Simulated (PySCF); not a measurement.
System: C$_{2}$H$_{7}$OSi (SMILES CCO[SiH2-]) (charge −1).

The calculation's input:

```
{"job": {"kind": "nmr", "xc": "PBE0", "basis": "pcSseg-1", "pop": false}, "charge": -1, "multiplicity": 1}
C     -1.672200     0.077300    -0.020200
C     -0.174900    -0.136000    -0.263900
O      0.578700     0.561100     0.626500
Si     2.286800     0.465300     0.533900
H     -1.910400     1.136000    -0.109900
H     -2.266600    -0.485300    -0.742100
H     -1.929700    -0.246900     0.987100
H      0.036700    -1.225200    -0.202600
H      0.055500     0.167000    -1.308200
H      2.489200    -1.046800     0.464800
H      2.512400     0.736100    -0.951400
```

Run with:

```sh
OMP_NUM_THREADS=1 python probes_run.py task.json out
```

Geometry: GFN2-xTB, NEB image 0 of 0 to 8.

All numbers below come from PBE0/pcSseg-1, SCF density, gas phase, non-relativistic in PySCF.

> Predict the electron density and electron localisation function between the atoms.

C–O (1.36 Å): ρ is about 2.3 e/Å³ halfway, with its minimum of 2 e/Å³ about 0.5 Å from C; the ELF peaks at about 0.85 between the atoms; a shared but strongly polarised pair.
C–C (1.53 Å): the density is about 1.6 e/Å³ at the midpoint; the ELF peaks at about 0.95 between the atoms, as expected for localised, covalent bonding.
Si–O (1.71 Å): ρ is about 0.94 e/Å³ halfway; the ELF peaks at about 0.85 between the atoms; a shared but strongly polarised pair.
C–H (1.09 Å): ρ is about 1.9 e/Å³ halfway; the ELF climbs to about 1 towards the hydrogen, as it does in any bond to H (an ordinary covalent bond to hydrogen).

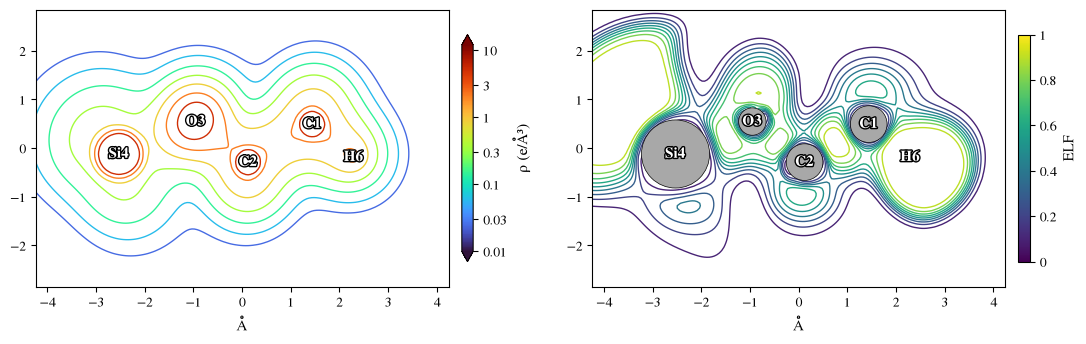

Computed electron density and electron localisation function on the plane of atoms C1, C2 and O3, in this order. Grey discs cover the atomic cores in the ELF map. 
